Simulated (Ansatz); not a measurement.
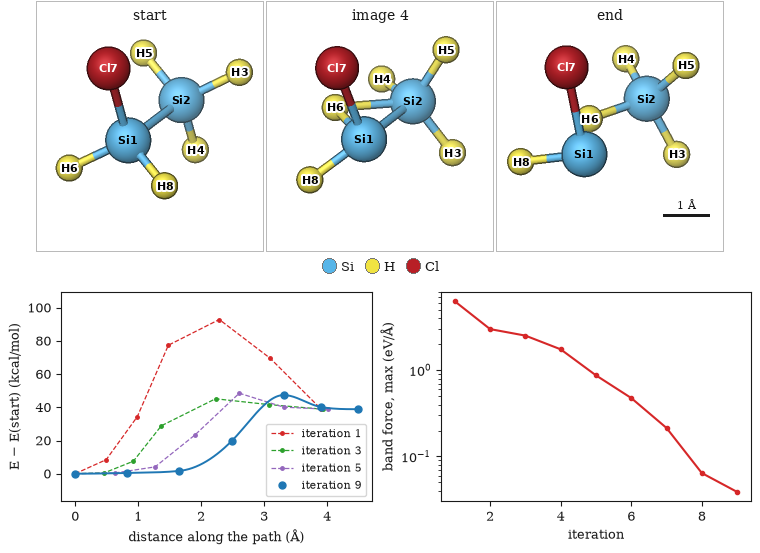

A nudged-elastic-band calculation for Si2H5Cl. Images are numbered from 0 (start) to 6 (end). The plot follows the band through its iterations. Style: ball-and-stick. Shown from a free direction.

Theory: RKS B3LYP-D4/def2-SVPD in Ansatz. Settings: 5 movable images; climbing image; force threshold 0.05 eV/Å; iteration limit 60; starting path through a guess of the saddle point.

How did the profile develop, and is the result final?

Answer. The run is converged, with reservations. The band converged in 9 iterations. The largest component of the band force went from 6.3 to 0.039 eV/Å. The climbing image converged on the top of the path. Its vibrational analysis gives 2 imaginary modes over 30i cm⁻¹, so it isn't confirmed as a transition state. The first iteration put the highest image at 92.9 kcal/mol. The energy climbs by 47.4 kcal/mol to image 4 and then falls by 8.5 kcal/mol, so the end point sits at +38.9 kcal/mol.
